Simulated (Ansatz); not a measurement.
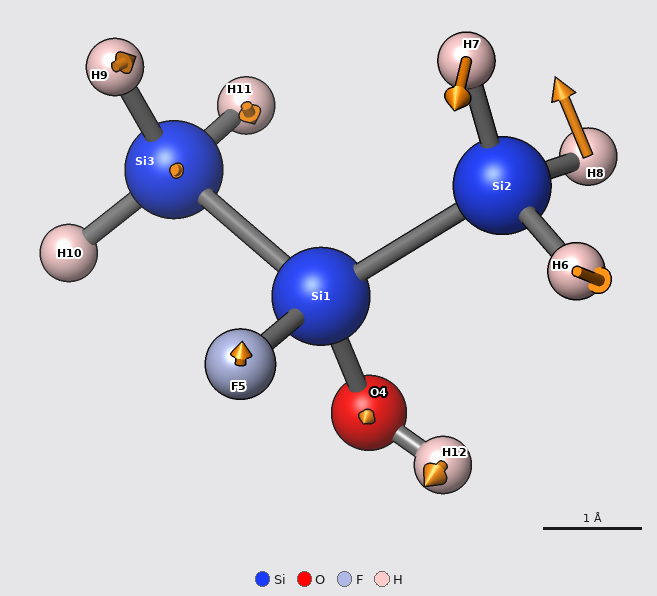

This is a relaxation of Si3H7OF. The starting structure is drawn; orange arrows show the displacements, 2 times their true length. The two geometries are superimposed by the best rigid fit.

Style: ball-and-stick. Shown at a tilt.

It is one of the separated products of a reaction.

Computed with Ansatz, RKS PBE0-D4/def2-TZVP.

The input:
```yaml
crystal:
  periodic: [false, false, false]
  atoms:
    - {symbol: Si, position_ang: [-1.256051, 0.130342, -1.127539]}
    - {symbol: Si, position_ang: [-1.272083, 1.860620, 0.471412]}
    - {symbol: Si, position_ang: [-1.630735, -2.038510, -0.315156]}
    - {symbol: O, position_ang: [-2.421001, 0.379925, -2.260257]}
    - {symbol: F, position_ang: [0.180468, 0.136905, -1.886547]}
    - {symbol: H, position_ang: [-0.821802, 3.144967, -0.128774]}
    - {symbol: H, position_ang: [-0.489464, 1.531833, 1.684814]}
    - {symbol: H, position_ang: [-2.704233, 2.019350, 0.861202]}
    - {symbol: H, position_ang: [-0.559255, -2.422573, 0.640499]}
    - {symbol: H, position_ang: [-1.663943, -3.014655, -1.436314]}
    - {symbol: H, position_ang: [-2.936162, -2.061744, 0.397427]}
    - {symbol: H, position_ang: [-2.565494, 1.270006, -2.586030]}
basis:
  gaussian: {orbitals: def2-TZVP}
hamiltonian: {xc: pbe0, dispersion: d4}
relax: {f_tol: 0.005, max_steps: 200}
```

Launched with:
```bash
ansatz run in.yaml --threads 4 --pin off --events-out ev --progress --plain --max-ram 63488MiB --backend cuda --devices 0, --max-vram 37GiB
```

**What happened in the run?**

The energy falls by 0.60 kcal/mol in 16 geometry steps. The largest force component goes from 0.43 to 0.0043 eV/Å. H8 moves most after the best rigid fit: 0.45 Å. Largest moves by element: H 0.45 Å, F 0.13 Å, O 0.09 Å, Si 0.07 Å. Near-neighbour distances that change, for instance: Si1–F5 1.625 → 1.610 Å, Si2–H7 1.481 → 1.487 Å. Bond angles that change, for instance: Si1–Si2–H8 105.2° → 109.5°, Si2–Si1–F5 108.7° → 106.1°, H6–Si2–H7 111.2° → 109.0°. The run took about 13 s of wall time on a shared GPU.
